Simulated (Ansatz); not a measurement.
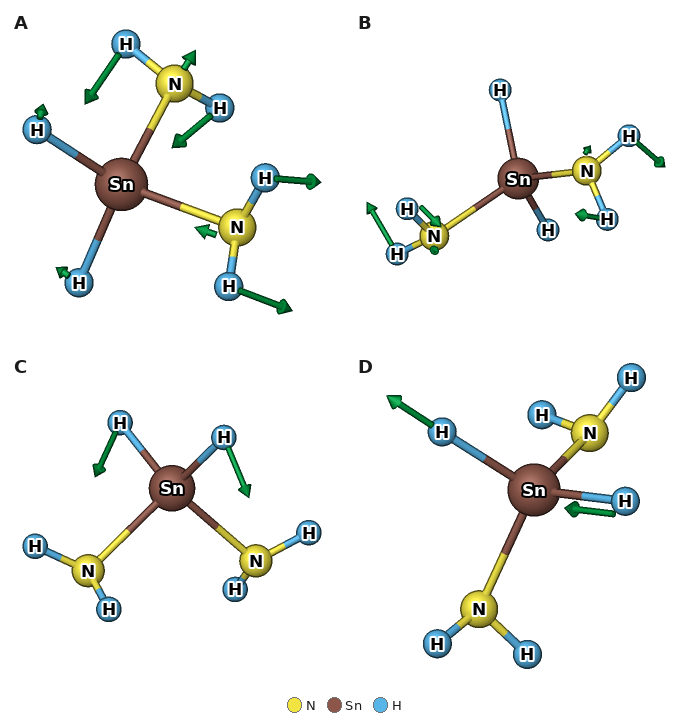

4 normal modes of one molecule or complex, as arrows. Harmonic vibrations computed with RKS PBE0-D4/def2-TZVP, core potentials on Sn (Ansatz 0.2.0) at a stationary point of the same level.

> Match the panels to the wavenumbers 243 cm⁻¹, 528 cm⁻¹, 713 cm⁻¹, 1913 cm⁻¹.

A: 528 cm⁻¹
B: 243 cm⁻¹, a torsion or out-of-plane motion in which bond lengths and bond angles hardly change
C: 713 cm⁻¹, H–Sn–H bending
D: 1913 cm⁻¹, out-of-phase stretching of 2 Sn–H bonds
